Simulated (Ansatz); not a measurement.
# Ge₂H₅OF: geometry optimisation

Aim: relax Ge₂H₅OF from a cheap starting geometry.

The runs use Ansatz 0.2.0, Gaussian basis; RKS PBE0-D4/def2-TZVP.

Plan: relaxation at PBE-D4/def2-SVP; relaxation at PBE0-D4/def2-TZVP.

## (1) Starting geometry

9 atoms, charge 0, spin multiplicity 1.

Atoms are counted from 1 here; the program's logs count them from 0.

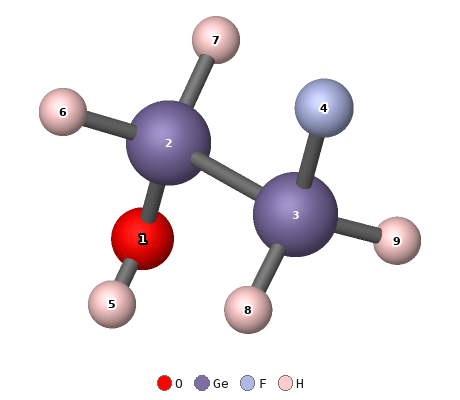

The starting geometry (oxygen red, germanium purple, fluorine light blue, hydrogen pink); atoms are numbered from 1 in the order of the file.

The start is a force-field geometry with small random shifts, so a cheaper pass at PBE-D4/def2-SVP comes first.

## (2) Geometry optimisation, PBE-D4/def2-SVP (cheap first pass)

The input, in.yaml:

```yaml
crystal:
  periodic: [false, false, false]
  atoms:
    - {symbol: O, position_ang: [-0.196400, 2.008200, -0.689100]}
    - {symbol: Ge, position_ang: [0.600900, 0.818800, 0.279000]}
    - {symbol: Ge, position_ang: [-0.352500, -1.336500, -0.192200]}
    - {symbol: F, position_ang: [0.584800, -2.535700, 0.784300]}
    - {symbol: H, position_ang: [-1.189600, 1.977900, -0.436500]}
    - {symbol: H, position_ang: [0.430100, 1.164100, 1.783700]}
    - {symbol: H, position_ang: [2.139000, 0.826300, -0.076000]}
    - {symbol: H, position_ang: [-1.789900, -1.320500, 0.170400]}
    - {symbol: H, position_ang: [-0.137900, -1.648900, -1.640700]}
basis:
  gaussian: {orbitals: def2-SVP}
hamiltonian: {xc: pbe, dispersion: d4}
relax: {f_tol: 0.03, max_steps: 200}
```

Run with:

```bash
> ansatz run in.yaml --threads 4 --pin off --events-out ev --progress --plain --max-ram 10444MiB
```

What it wrote:

```text
Functional definition: PBE
  name "PBE"
  cite "Perdew, Burke & Ernzerhof, Phys. Rev. Lett. 77, 3865 (1996) doi:10.1103/PhysRevLett.77.3865"
  parent pbe
  parameter kappa = 0.804
  parameter beta = 0.06672455060314922
  exchange = pbe_x(kappa = kappa, mu = beta*pi^2/3)
  correlation = pbe_c(beta = beta)
1283 factors; their error is unknown
mean field evaluation 1: about -117835.5513 eV, gradient 6.7e1 eV
mean field evaluation 2: about -117783.7690 eV, gradient 1.7e2 eV
mean field evaluation 4: about -117842.2758 eV, gradient 1.7e1 eV
mean field evaluation 8: about -117842.7371 eV, gradient 2.9e-1 eV
mean field evaluation 16: about -117842.6565 eV, gradient 3.5e-5 eV
mean field -117842.65653219 eV, -4330.6377509366 hartree, gradient 3.5e-5 eV, S^2 0.000000; 0 other end points of the search recorded, 0 dependent functions left out
the calculation of the forces begins
reference -117842.65656952 eV, -4330.6377523083 hartree; 43, 43 occupied and 74, 74 virtual orbitals, 1283 factors
relax step   1: F+E_penalty+E_count = -117842.82730510 eV  Δ(F+E_penalty+E_count) = +0.000e0 eV  max|allowed force component| = 3.091e0 eV/Å  Δτ_max = 0.0000 Å  (26 SCF iters, accepted)
these checks for a lower state are left out or cut short: starts, cluster_reference, orbital_swaps, neighbouring_geometries, increment
1283 factors; their error is unknown
mean field -117842.93863935 eV, -4330.6481181834 hartree, gradient 9.9e-6 eV, S^2 0.000000; 0 other end points of the search recorded, 0 dependent functions left out
the calculation of the forces begins
reference -117842.93867711 eV, -4330.6481195711 hartree; 43, 43 occupied and 74, 74 virtual orbitals, 1283 factors
relax step   2: F+E_penalty+E_count = -117843.10531173 eV  Δ(F+E_penalty+E_count) = -2.780e-1 eV  max|allowed force component| = 1.338e0 eV/Å  Δτ_max = 0.1598 Å  (29 SCF iters, accepted)
these checks for a lower state are left out or cut short: starts, cluster_reference, orbital_swaps, neighbouring_geometries, increment
1283 factors; their error is unknown
mean field -117842.98972727 eV, -4330.6499956300 hartree, gradient 1.3e-5 eV, S^2 0.000000; 0 other end points of the search recorded, 0 dependent functions left out
the calculation of the forces begins
reference -117842.98976502 eV, -4330.6499970170 hartree; 43, 43 occupied and 74, 74 virtual orbitals, 1283 factors
relax step   3: F+E_penalty+E_count = -117843.15557418 eV  Δ(F+E_penalty+E_count) = -5.026e-2 eV  max|allowed force component| = 3.721e-1 eV/Å  Δτ_max = 0.1126 Å  (29 SCF iters, accepted)
these checks for a lower state are left out or cut short: starts, cluster_reference, orbital_swaps, neighbouring_geometries, increment
1283 factors; their error is unknown
mean field evaluation 32: about -117843.0720 eV, gradient 1.8e0 eV
mean field -117842.99522450 eV, -4330.6501976494 hartree, gradient 4.4e-5 eV, S^2 0.000000; 0 other end points of the search recorded, 0 dependent functions left out
the calculation of the forces begins
reference -117842.99526219 eV, -4330.6501990343 hartree; 43, 43 occupied and 74, 74 virtual orbitals, 1283 factors
relax step   4: F+E_penalty+E_count = -117843.16167569 eV  Δ(F+E_penalty+E_count) = -6.102e-3 eV  max|allowed force component| = 1.648e-1 eV/Å  Δτ_max = 0.0302 Å  (26 SCF iters, accepted)
these checks for a lower state are left out or cut short: starts, cluster_reference, orbital_swaps, neighbouring_geometries, increment
1283 factors; their error is unknown
mean field -117842.99769095 eV, -4330.6502882895 hartree, gradient 4.9e-5 eV, S^2 0.000000; 0 other end points of the search recorded, 0 dependent functions left out
the calculation of the forces begins
reference -117842.99772870 eV, -4330.6502896771 hartree; 43, 43 occupied and 74, 74 virtual orbitals, 1283 factors
relax step   5: F+E_penalty+E_count = -117843.16410454 eV  Δ(F+E_penalty+E_count) = -2.429e-3 eV  max|allowed force component| = 4.134e-2 eV/Å  Δτ_max = 0.0320 Å  (26 SCF iters, accepted)
these checks for a lower state are left out or cut short: starts, cluster_reference, orbital_swaps, neighbouring_geometries, increment
1283 factors; their error is unknown
mean field -117842.99859698 eV, -4330.6503215858 hartree, gradient 4.3e-5 eV, S^2 0.000000; 0 other end points of the search recorded, 0 dependent functions left out
the calculation of the forces begins
reference -117842.99863468 eV, -4330.6503229713 hartree; 43, 43 occupied and 74, 74 virtual orbitals, 1283 factors
relax step   6: F+E_penalty+E_count = -117843.16507325 eV  Δ(F+E_penalty+E_count) = -9.687e-4 eV  max|allowed force component| = 1.780e-2 eV/Å  Δτ_max = 0.0274 Å  (26 SCF iters, accepted)
1283 factors; their error is unknown
mean field evaluation 64: about -117842.9986 eV, gradient 3.5e-4 eV
mean field -117842.99859698 eV, -4330.6503215858 hartree, gradient 4.3e-5 eV, S^2 0.000000; 1 other end points of the search recorded, 0 dependent functions left out
the calculation of the forces begins
reference -117842.99863468 eV, -4330.6503229712 hartree; 43, 43 occupied and 74, 74 virtual orbitals, 1283 factors
Total energy: -117843.16511095 eV, -4330.6564408612 hartree
Atom 0 at    -0.220454     2.069238    -0.697575 Å, force    -0.001510     0.000192     0.000930 eV/Å
Atom 1 at     0.627222     0.828114     0.313775 Å, force     0.017796    -0.007939    -0.008784 eV/Å
Atom 2 at    -0.328947    -1.368321    -0.205436 Å, force    -0.001676     0.000891     0.000418 eV/Å
Atom 3 at     0.492209    -2.556476     0.821197 Å, force    -0.004282    -0.000133    -0.000831 eV/Å
Atom 4 at    -1.143666     2.182629    -0.405345 Å, force    -0.008318     0.002948     0.003124 eV/Å
Atom 5 at     0.490015     1.156592     1.830827 Å, force    -0.002334     0.006386     0.006524 eV/Å
Atom 6 at     2.101089     0.933936    -0.144051 Å, force    -0.001850     0.001274     0.000161 eV/Å
Atom 7 at    -1.843220    -1.472874     0.142804 Å, force    -0.000768    -0.000390    -0.002256 eV/Å
Atom 8 at    -0.085748    -1.819137    -1.673297 Å, force     0.002943    -0.003228     0.000714 eV/Å
Dipole moment:    -0.308683     0.230536    -0.003116 e Å
```

Wall time 8 s (4 threads of Arm Neoverse V1, shared host).

The steps of the relaxation:

```tsv
step	energy from step 1 (eV)	largest force component (eV/Å)
1	0.0000	3.0906
2	-0.2780	1.3380
3	-0.3283	0.3721
4	-0.3344	0.1648
5	-0.3368	0.0413
6	-0.3378	0.0178
```

Distances of close pairs at the start and the end, largest changes first:

```tsv
bond	before (Å)	after (Å)	change (Å)
O1–Ge2	1.728	1.812	+0.083
Ge3–H8	1.483	1.557	+0.075
Ge3–H9	1.497	1.555	+0.057
O1–H5	1.025	0.975	-0.050
Ge2–Ge3	2.403	2.451	+0.048
Ge3–F4	1.808	1.772	-0.036
Ge2–H7	1.579	1.547	-0.032
Ge2–H6	1.553	1.558	+0.005
```

## (3) Relaxation at PBE0-D4/def2-TZVP

The input, in.yaml:

```yaml
crystal:
  periodic: [false, false, false]
  atoms:
    - {symbol: O, position_ang: [-0.220454, 2.069238, -0.697575]}
    - {symbol: Ge, position_ang: [0.627222, 0.828114, 0.313775]}
    - {symbol: Ge, position_ang: [-0.328947, -1.368321, -0.205436]}
    - {symbol: F, position_ang: [0.492209, -2.556476, 0.821197]}
    - {symbol: H, position_ang: [-1.143666, 2.182629, -0.405345]}
    - {symbol: H, position_ang: [0.490015, 1.156592, 1.830827]}
    - {symbol: H, position_ang: [2.101089, 0.933936, -0.144051]}
    - {symbol: H, position_ang: [-1.843220, -1.472874, 0.142804]}
    - {symbol: H, position_ang: [-0.085748, -1.819137, -1.673297]}
basis:
  gaussian: {orbitals: def2-TZVP}
hamiltonian: {xc: pbe0, dispersion: d4}
relax: {f_tol: 0.005, max_steps: 150}
```

Same command.

What it wrote:

```text
Functional definition: PBE0
  name "PBE0"
  cite "Adamo & Barone, J. Chem. Phys. 110, 6158 (1999) doi:10.1063/1.478522"
  cite "Perdew, Burke & Ernzerhof, Phys. Rev. Lett. 77, 3865 (1996) doi:10.1103/PhysRevLett.77.3865"
  parent pbe
  parameter a = 0.25
  parameter kappa = 0.804
  parameter beta = 0.06672455060314922
  exchange = (1 - a)*pbe_x(kappa = kappa, mu = beta*pi^2/3) + a*exact_x
  correlation = pbe_c(beta = beta)
1329 factors; their error is unknown
mean field evaluation 1: about -117859.5788 eV, gradient 6.6e1 eV
mean field evaluation 2: about -117839.8019 eV, gradient 1.2e2 eV
mean field evaluation 4: about -117865.7951 eV, gradient 7.3e0 eV
mean field evaluation 8: about -117866.4238 eV, gradient 2.6e-1 eV
mean field evaluation 16: about -117866.4238 eV, gradient 4.5e-5 eV
mean field -117866.42383811 eV, -4331.5111833190 hartree, gradient 4.5e-5 eV, S^2 0.000000; 0 other end points of the search recorded, 0 dependent functions left out
the calculation of the forces begins
reference -117866.42386953 eV, -4331.5111844738 hartree; 43, 43 occupied and 145, 145 virtual orbitals, 1329 factors
relax step   1: F+E_penalty+E_count = -117866.56596585 eV  Δ(F+E_penalty+E_count) = +0.000e0 eV  max|allowed force component| = 6.798e-1 eV/Å  Δτ_max = 0.0000 Å  (27 SCF iters, accepted)
these checks for a lower state are left out or cut short: starts, cluster_reference, orbital_swaps, neighbouring_geometries, increment
1329 factors; their error is unknown
mean field -117866.44590962 eV, -4331.5119944320 hartree, gradient 1.2e-5 eV, S^2 0.000000; 0 other end points of the search recorded, 0 dependent functions left out
the calculation of the forces begins
reference -117866.44594081 eV, -4331.5119955781 hartree; 43, 43 occupied and 145, 145 virtual orbitals, 1329 factors
relax step   2: F+E_penalty+E_count = -117866.58927707 eV  Δ(F+E_penalty+E_count) = -2.331e-2 eV  max|allowed force component| = 2.719e-1 eV/Å  Δτ_max = 0.0666 Å  (30 SCF iters, accepted)
these checks for a lower state are left out or cut short: starts, cluster_reference, orbital_swaps, neighbouring_geometries, increment
1329 factors; their error is unknown
mean field -117866.45272726 eV, -4331.5122449757 hartree, gradient 1.1e-5 eV, S^2 0.000000; 0 other end points of the search recorded, 0 dependent functions left out
the calculation of the forces begins
reference -117866.45275845 eV, -4331.5122461220 hartree; 43, 43 occupied and 145, 145 virtual orbitals, 1329 factors
relax step   3: F+E_penalty+E_count = -117866.59560309 eV  Δ(F+E_penalty+E_count) = -6.326e-3 eV  max|allowed force component| = 1.902e-1 eV/Å  Δτ_max = 0.0435 Å  (31 SCF iters, accepted)
these checks for a lower state are left out or cut short: starts, cluster_reference, orbital_swaps, neighbouring_geometries, increment
1329 factors; their error is unknown
mean field evaluation 32: about -117865.9003 eV, gradient 3.5e-2 eV
mean field -117866.45264791 eV, -4331.5122420595 hartree, gradient 1.2e-5 eV, S^2 0.000000; 0 other end points of the search recorded, 0 dependent functions left out
the calculation of the forces begins
reference -117866.45267904 eV, -4331.5122432037 hartree; 43, 43 occupied and 145, 145 virtual orbitals, 1329 factors
relax step   4: F+E_penalty+E_count = -117866.59537851 eV  Δ(F+E_penalty+E_count) = +2.246e-4 eV  max|allowed force component| = 3.049e-1 eV/Å  Δτ_max = 0.0754 Å  (30 SCF iters, rejected (line search))
these checks for a lower state are left out or cut short: starts, cluster_reference, orbital_swaps, neighbouring_geometries, increment
1329 factors; their error is unknown
mean field -117866.45549421 eV, -4331.5123466592 hartree, gradient 1.1e-5 eV, S^2 0.000000; 0 other end points of the search recorded, 0 dependent functions left out
the calculation of the forces begins
reference -117866.45552539 eV, -4331.5123478050 hartree; 43, 43 occupied and 145, 145 virtual orbitals, 1329 factors
relax step   5: F+E_penalty+E_count = -117866.59837563 eV  Δ(F+E_penalty+E_count) = -2.773e-3 eV  max|allowed force component| = 5.397e-2 eV/Å  Δτ_max = 0.0365 Å  (30 SCF iters, accepted)
these checks for a lower state are left out or cut short: starts, cluster_reference, orbital_swaps, neighbouring_geometries, increment
1329 factors; their error is unknown
mean field -117866.45620083 eV, -4331.5123726269 hartree, gradient 1.1e-5 eV, S^2 0.000000; 0 other end points of the search recorded, 0 dependent functions left out
the calculation of the forces begins
reference -117866.45623197 eV, -4331.5123737714 hartree; 43, 43 occupied and 145, 145 virtual orbitals, 1329 factors
relax step   6: F+E_penalty+E_count = -117866.59907469 eV  Δ(F+E_penalty+E_count) = -6.991e-4 eV  max|allowed force component| = 1.356e-2 eV/Å  Δτ_max = 0.0392 Å  (31 SCF iters, accepted)
these checks for a lower state are left out or cut short: starts, cluster_reference, orbital_swaps, neighbouring_geometries, increment
1329 factors; their error is unknown
mean field -117866.45639513 eV, -4331.5123797674 hartree, gradient 1.1e-5 eV, S^2 0.000000; 0 other end points of the search recorded, 0 dependent functions left out
the calculation of the forces begins
reference -117866.45642625 eV, -4331.5123809112 hartree; 43, 43 occupied and 145, 145 virtual orbitals, 1329 factors
relax step   7: F+E_penalty+E_count = -117866.59925124 eV  Δ(F+E_penalty+E_count) = -1.766e-4 eV  max|allowed force component| = 5.606e-3 eV/Å  Δτ_max = 0.0182 Å  (31 SCF iters, accepted)
these checks for a lower state are left out or cut short: starts, cluster_reference, orbital_swaps, neighbouring_geometries, increment
1329 factors; their error is unknown
mean field evaluation 64: about -117866.4565 eV, gradient 1.1e-5 eV
mean field -117866.45647761 eV, -4331.5123827984 hartree, gradient 1.1e-5 eV, S^2 0.000000; 0 other end points of the search recorded, 0 dependent functions left out
the calculation of the forces begins
reference -117866.45650872 eV, -4331.5123839416 hartree; 43, 43 occupied and 145, 145 virtual orbitals, 1329 factors
relax step   8: F+E_penalty+E_count = -117866.59933709 eV  Δ(F+E_penalty+E_count) = -8.584e-5 eV  max|allowed force component| = 4.600e-2 eV/Å  Δτ_max = 0.0344 Å  (31 SCF iters, accepted)
these checks for a lower state are left out or cut short: starts, cluster_reference, orbital_swaps, neighbouring_geometries, increment
1329 factors; their error is unknown
mean field -117866.45651323 eV, -4331.5123841074 hartree, gradient 1.1e-5 eV, S^2 0.000000; 0 other end points of the search recorded, 0 dependent functions left out
the calculation of the forces begins
reference -117866.45654433 eV, -4331.5123852505 hartree; 43, 43 occupied and 145, 145 virtual orbitals, 1329 factors
relax step   9: F+E_penalty+E_count = -117866.59938775 eV  Δ(F+E_penalty+E_count) = -5.067e-5 eV  max|allowed force component| = 1.482e-2 eV/Å  Δτ_max = 0.0079 Å  (32 SCF iters, accepted)
these checks for a lower state are left out or cut short: starts, cluster_reference, orbital_swaps, neighbouring_geometries, increment
1329 factors; their error is unknown
mean field -117866.45656596 eV, -4331.5123860452 hartree, gradient 1.1e-5 eV, S^2 0.000000; 0 other end points of the search recorded, 0 dependent functions left out
the calculation of the forces begins
reference -117866.45659707 eV, -4331.5123871885 hartree; 43, 43 occupied and 145, 145 virtual orbitals, 1329 factors
relax step  10: F+E_penalty+E_count = -117866.59941545 eV  Δ(F+E_penalty+E_count) = -2.770e-5 eV  max|allowed force component| = 2.076e-2 eV/Å  Δτ_max = 0.0050 Å  (32 SCF iters, accepted)
these checks for a lower state are left out or cut short: starts, cluster_reference, orbital_swaps, neighbouring_geometries, increment
1329 factors; their error is unknown
mean field -117866.45659811 eV, -4331.5123872267 hartree, gradient 1.1e-5 eV, S^2 0.000000; 0 other end points of the search recorded, 0 dependent functions left out
the calculation of the forces begins
reference -117866.45662923 eV, -4331.5123883703 hartree; 43, 43 occupied and 145, 145 virtual orbitals, 1329 factors
relax step  11: F+E_penalty+E_count = -117866.59946859 eV  Δ(F+E_penalty+E_count) = -5.314e-5 eV  max|allowed force component| = 2.544e-3 eV/Å  Δτ_max = 0.0094 Å  (32 SCF iters, accepted)
these checks for a lower state are left out or cut short: starts, cluster_reference, orbital_swaps, neighbouring_geometries, increment
1329 factors; their error is unknown
mean field -117866.45662170 eV, -4331.5123880936 hartree, gradient 1.1e-5 eV, S^2 0.000000; 0 other end points of the search recorded, 0 dependent functions left out
the calculation of the forces begins
reference -117866.45665283 eV, -4331.5123892377 hartree; 43, 43 occupied and 145, 145 virtual orbitals, 1329 factors
relax step  12: F+E_penalty+E_count = -117866.59950457 eV  Δ(F+E_penalty+E_count) = -3.598e-5 eV  max|allowed force component| = 1.384e-2 eV/Å  Δτ_max = 0.0164 Å  (31 SCF iters, accepted)
these checks for a lower state are left out or cut short: starts, cluster_reference, orbital_swaps, neighbouring_geometries, increment
1329 factors; their error is unknown
mean field evaluation 96: about -117866.4566 eV, gradient 2.4e-1 eV
mean field -117866.45662924 eV, -4331.5123883709 hartree, gradient 1.1e-5 eV, S^2 0.000000; 0 other end points of the search recorded, 0 dependent functions left out
the calculation of the forces begins
reference -117866.45666039 eV, -4331.5123895154 hartree; 43, 43 occupied and 145, 145 virtual orbitals, 1329 factors
relax step  13: F+E_penalty+E_count = -117866.59951896 eV  Δ(F+E_penalty+E_count) = -1.439e-5 eV  max|allowed force component| = 8.844e-3 eV/Å  Δτ_max = 0.0134 Å  (32 SCF iters, accepted)
these checks for a lower state are left out or cut short: starts, cluster_reference, orbital_swaps, neighbouring_geometries, increment
1329 factors; their error is unknown
mean field -117866.45663403 eV, -4331.5123885469 hartree, gradient 1.1e-5 eV, S^2 0.000000; 0 other end points of the search recorded, 0 dependent functions left out
the calculation of the forces begins
reference -117866.45666518 eV, -4331.5123896916 hartree; 43, 43 occupied and 145, 145 virtual orbitals, 1329 factors
relax step  14: F+E_penalty+E_count = -117866.59952290 eV  Δ(F+E_penalty+E_count) = -3.938e-6 eV  max|allowed force component| = 4.614e-3 eV/Å  Δτ_max = 0.0035 Å  (33 SCF iters, accepted)
1329 factors; their error is unknown
mean field -117866.45663403 eV, -4331.5123885469 hartree, gradient 4.7e-5 eV, S^2 0.000000; 1 other end points of the search recorded, 0 dependent functions left out
the calculation of the forces begins
reference -117866.45666518 eV, -4331.5123896916 hartree; 43, 43 occupied and 145, 145 virtual orbitals, 1329 factors
Total energy: -117866.59955404 eV, -4331.5176407605 hartree
Atom 0 at    -0.288793     2.037757    -0.660800 Å, force     0.000908    -0.001461     0.001849 eV/Å
Atom 1 at     0.629146     0.816817     0.270349 Å, force    -0.003239     0.004613    -0.001484 eV/Å
Atom 2 at    -0.318582    -1.375197    -0.227324 Å, force     0.000415    -0.004216     0.001641 eV/Å
Atom 3 at     0.398356    -2.499833     0.908096 Å, force    -0.001853     0.002934    -0.002967 eV/Å
Atom 4 at    -1.125142     2.264919    -0.248697 Å, force     0.003202    -0.002413     0.000464 eV/Å
Atom 5 at     0.532557     1.125040     1.778064 Å, force     0.000249    -0.000116    -0.001205 eV/Å
Atom 6 at     2.071705     0.952277    -0.231835 Å, force    -0.000991    -0.000038     0.000477 eV/Å
Atom 7 at    -1.837358    -1.448674     0.019000 Å, force     0.001601     0.000180    -0.000237 eV/Å
Atom 8 at     0.026612    -1.919406    -1.623956 Å, force    -0.000290     0.000517     0.001462 eV/Å
Dipole moment:    -0.253722     0.245392    -0.001979 e Å
```

Run time: 49 s. Hardware: 4 threads of Arm Neoverse V1, shared host; peak memory 0.55 GiB.

The steps of the relaxation:

```tsv
step	energy from step 1 (eV)	largest force component (eV/Å)
1	0.0000	0.6798
2	-0.0233	0.2719
3	-0.0296	0.1902
4	-0.0294	0.3049
5	-0.0324	0.0540
6	-0.0331	0.0136
7	-0.0333	0.0056
8	-0.0334	0.0460
9	-0.0334	0.0148
10	-0.0334	0.0208
11	-0.0335	0.0025
12	-0.0335	0.0138
13	-0.0336	0.0088
14	-0.0336	0.0046
```

The force was under the threshold of 0.005 eV/Å already at step 11, but the program went on to step 14.

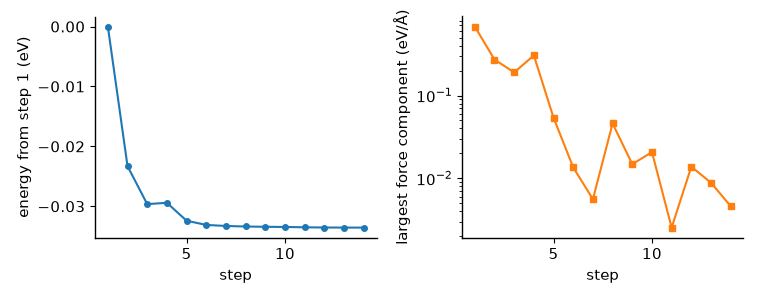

Energy and force, step by step.

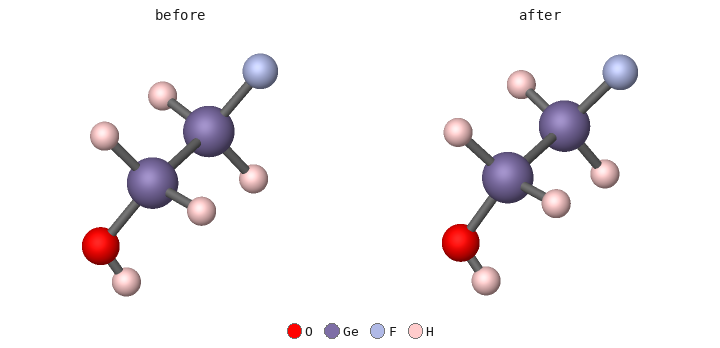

Before and after, at one scale.

Close pairs (by a distance rule), those that changed most:

```tsv
bond	before (Å)	after (Å)	change (Å)
O1–Ge2	1.812	1.789	-0.023
Ge3–F4	1.772	1.752	-0.020
Ge3–H8	1.557	1.540	-0.017
Ge3–H9	1.555	1.538	-0.017
Ge2–H6	1.558	1.542	-0.016
O1–H5	0.975	0.960	-0.015
Ge2–H7	1.547	1.533	-0.013
Ge2–Ge3	2.451	2.439	-0.012
```

Mulliken charges of the relaxed molecule (report file):

```tsv
atom	value (e)
O1	-0.57
Ge2	0.23
Ge3	0.37
F4	-0.39
H5	0.32
H6	0.01
H7	0.03
H8	0.00
H9	0.01
```

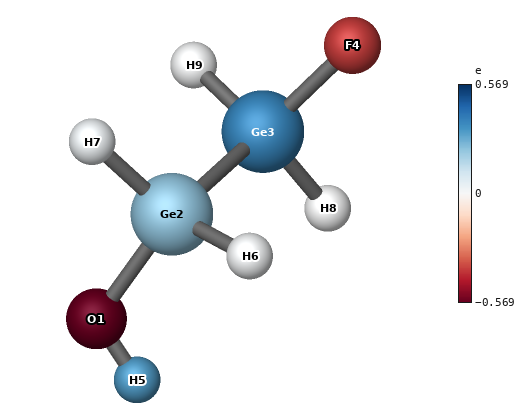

Mulliken charges of the relaxed molecule (report file), as colours on the atoms.

## (4) What came out

| quantity | value |
| --- | --- |
| point group | C1 |
| steps | 6 + 14 |
| shift from the start (rms) | 0.207 Å |
| total energy | -117866.5996 eV |
| dispersion term | -143 meV |
| dipole moment | 1.70 D |

In words: The relaxed geometry lies 0.21 Å (rms) from the start; the bond that changed most is O1–H5, from 1.025 to 0.960 Å. No vibrations were run, so it is not proven to be a minimum. The largest Mulliken charge, -0.57 e, sits on O1.
